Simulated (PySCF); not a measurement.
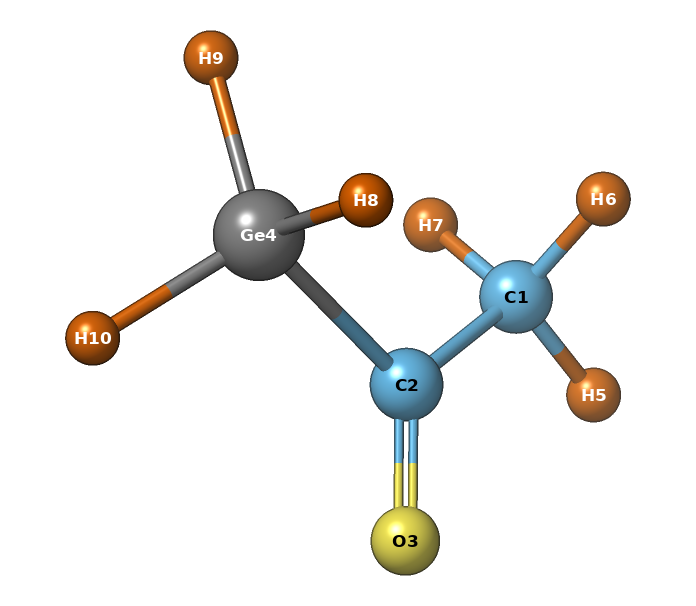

Computed geometry: PBE0-D3(BJ)/def2-SVP optimisation. No frequency run is at hand to confirm it as a minimum. Level of theory: delta-SCF UKS SCAN, pcX-2 on the ionised atom, pcseg-1 elsewhere, spin-free X2C (PySCF 2.14.0).

Give the core-electron binding energies (to vacuum) of C1 1s, C2 1s, O3 1s.

```csv
atom,level,binding energy (eV)
C1,1s,291.2
C2,1s,293.2
O3,1s,537.9
```
